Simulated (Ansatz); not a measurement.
Consider GaN in the wurtzite structure (space group P6_3mc, No. 186; a = 3.183 Å, c = 5.184 Å). Axes: x lies along a and z along c of the hexagonal cell.

One thing is altered: a pure shear with ε_yz = ε_zy = -0.0095, atoms relaxed at fixed cell.

Method: DFT with r2SCAN, PAW potentials and a 500 eV plane-wave cutoff in Ansatz (a quantum-chemistry and plane-wave program), without spin-orbit coupling.

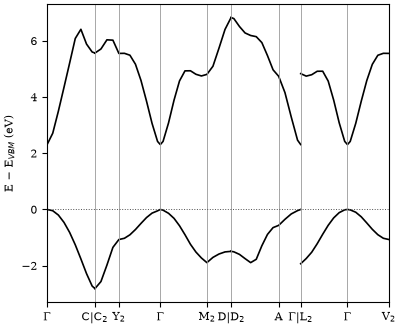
Figure: Highest valence and lowest conduction band along the path of the changed cell's own zone

The gap is 2.31 eV, direct at Γ; the base has 2.35 eV.

The cells carry an imposed strain or load. Stability against distortions was not tested. k-point labels follow each cell's own Brillouin zone.
